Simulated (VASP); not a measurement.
Here is the system:

```
RuS
1.0
    0.00000     2.56801     2.56801
    2.56801     0.00000     2.56801
    2.56801     2.56801     0.00000
Ru S
1 1
Direct
  0.00000   0.00000   0.00000
  0.25000   0.25000   0.25000
```

Calculation: PBEsol GGA, VASP's PBE PAW potentials (set 64) (plane waves; VASP 6.6.1). Numerical set-up: 400 eV cut-off, 14×14×14 Γ-centred mesh, tetrahedra with Blöchl corrections, potentials Ru_pv S.

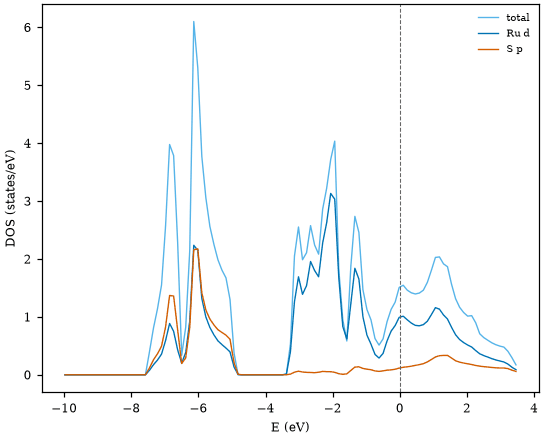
Figure. Total and projected density of states, zero at the Fermi level

Within 2 eV below the Fermi level the largest weight inside VASP's projection spheres is Ru d.

It has no gap at this level: it comes out as a metal or semimetal.

The structure was generated: RuS was put into the zinc blende type (F-43m), which need not be its known phase. It was relaxed first, which changed the volume by -30 %.
